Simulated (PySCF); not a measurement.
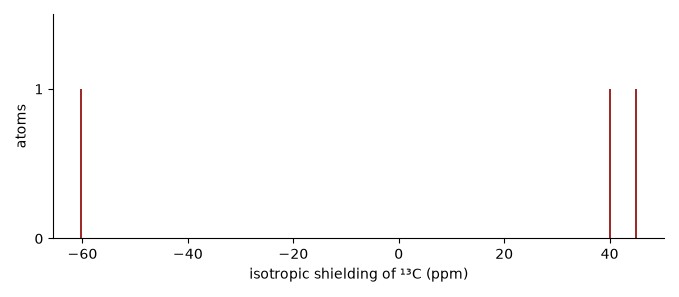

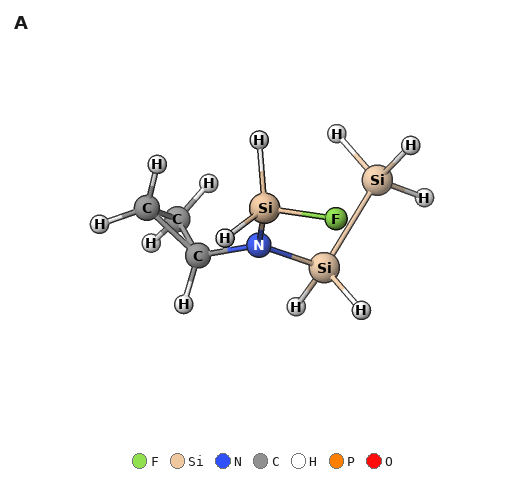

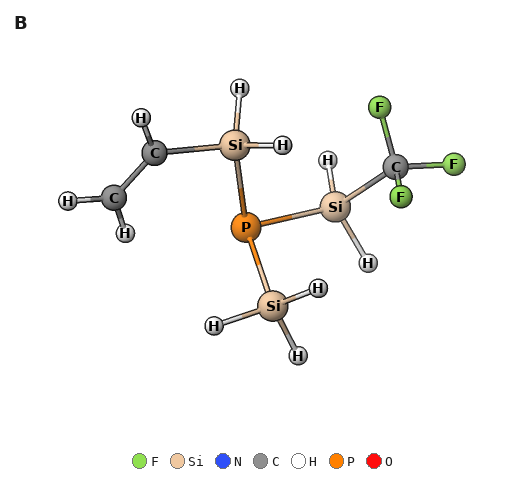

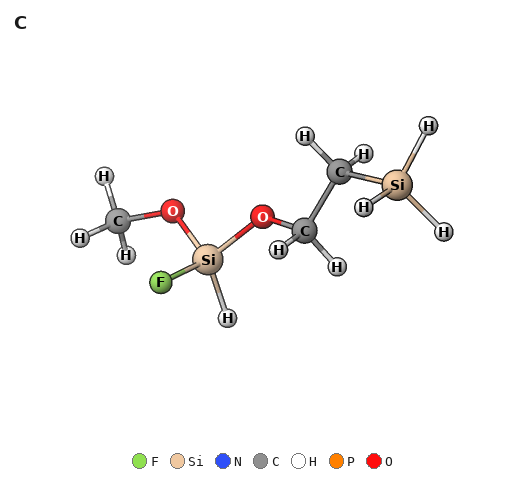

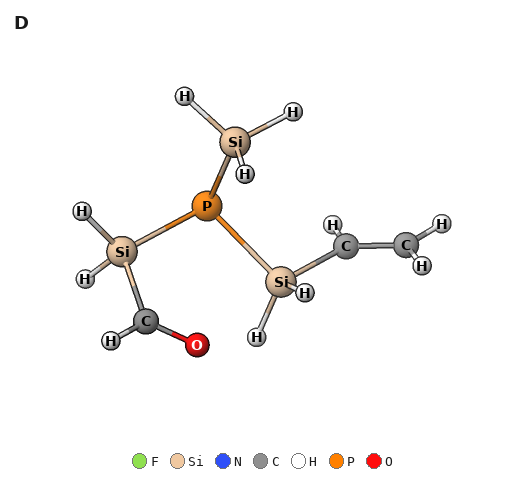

The sticks are computed shieldings of one of the molecules, for one fixed geometry (GFN2-xTB) without averaging over rotations. Low shielding means a high chemical shift. Method: GIAO PBE0/pcSseg-1 NMR shielding, non-relativistic, gas phase (PySCF 2.14.0).

Which molecule gives this pattern?

D, `C=C[SiH2]P([SiH3])[SiH2]C=O`. Its 3 C atoms give lines at −60.3, 40.2, 45.1 ppm.

The geometry is semi-empirical. Around P, Si such bond lengths and angles can be off by a tenth of an ångström or more and by several degrees, and values that hang on the shape move with them.
